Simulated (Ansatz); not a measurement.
# Scan of one atom of the cell for Sr (fcc, Cu type)

Relaxed Sr (fcc, Cu type):

```xyz
4
Lattice="6.0289 0.0000 0.0000 0.0000 6.0289 0.0000 0.0000 0.0000 6.0289" Properties=species:S:1:pos:R:3 pbc="T T T"
Sr     0.0000     0.0000     0.0000
Sr     3.0145     3.0145     0.0000
Sr     3.0145     0.0000     3.0145
Sr     0.0000     3.0145     3.0145
```

In this cell atom 3 (Sr, nearest neighbour Sr at 4.263 Å; its periodic images, 6.0 Å or more away, move with it) is moved by s along Cartesian [111], unit vector (0.577, 0.577, 0.577); all other atoms and the cell stay fixed.

All values below come from PBE (plane waves to 420 eV, PAW, scalar-relativistic; Ansatz, a program for electronic structure). k mesh 6×6×6 (Γ-centred), Fermi-Dirac smearing 0.05 eV. The energy includes the smearing's −TS. With partly filled bands, energies and forces of such displacements shift with the k mesh and the smearing. F∥ is the force on the atom along that direction. Sr was relaxed with its symmetry unable to fall. ΔE is measured from the undisplaced structure.

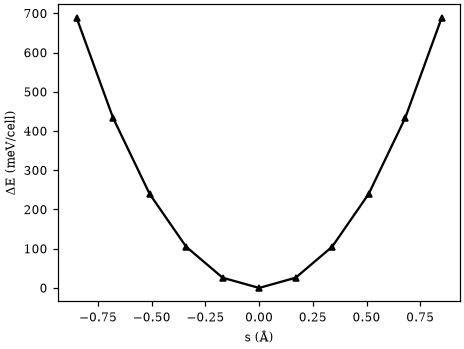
*ΔE (meV/cell) against s (Å); one marker a computed point.*

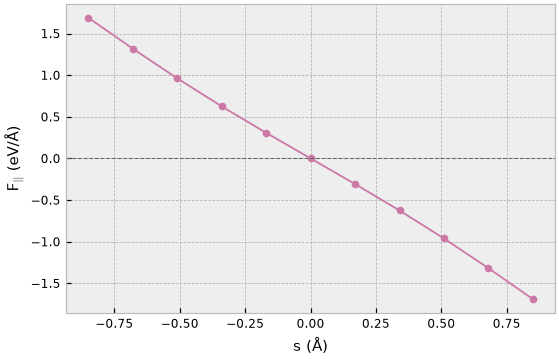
Fig. 1. F∥ (eV/Å) against s (Å); markers are the computed points, lines only join them.

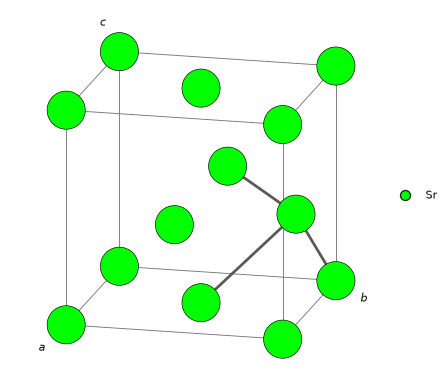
Figure. The cell of the calculation at s = -0.850 Å.

The force constant k = d²E/ds² at s = 0 (finite differences) is 1.80 eV/Å². The force along the line at s = -0.850 Å is 1.69 eV/Å. Symmetry of the curve: even: the same for both signs. Harmonic estimate at the end of the scan: ½ks² = 650 meV/cell against the computed 689 meV/cell, so the well is stiffer than harmonic there. Shape of the curve: a single well with its minimum at or next to zero displacement.

With its periodic images moving along, the atom's site symmetry in this cell is m-3m.

(For displaced atoms, the force is minus the slope of the energy, and its curvature is a force constant, which sets phonon frequencies.)
